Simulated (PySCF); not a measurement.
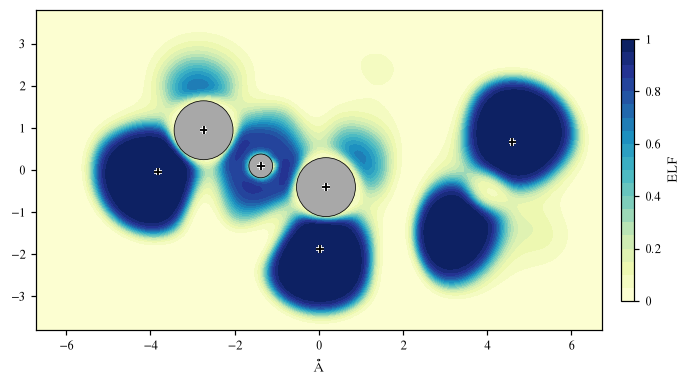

The electron localisation function on a plane through atoms (crosses mark nuclei in the plane; grey discs cover the cores).

Theory: CAM-B3LYP/def2-SVPD, SCF density, gas phase (PySCF 2.14.0).

Candidates:
A. C$_{3}$H$_{14}$Si$_{3}$
B. H$_{11}$NOSi$_{4}$ (SMILES [SiH3]N[SiH2][SiH2]O[SiH3])
C. C$_{3}$H$_{6}$B$_{2}$Cl$_{2}$O$_{2}$

Question: Which candidate gave the map?

Answer: Candidate B: H$_{11}$NOSi$_{4}$ on the plane of atoms O5, Si4 and H14, which holds Si, O and H. Si–O (1.61 Å): the ELF peaks at about 0.85 between the atoms: a short, strongly polar bond.
